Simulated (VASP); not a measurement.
Band structure of ZrH2. Computed with PBE GGA, VASP's PBE PAW potentials (set 64) (plane waves; VASP).

The cell holds a wide vacuum, so values per volume refer to the whole cell.

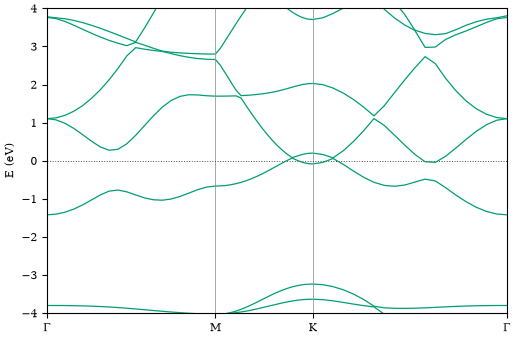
*Bands along high-symmetry lines, zero at the valence-band maximum or, without a gap, the Fermi level*

Read the plot: is there a gap, and where are the band edges?

It has no gap at this level: it comes out as a metal or semimetal.

The cell is a sheet with vacuum, built from a generated structure.
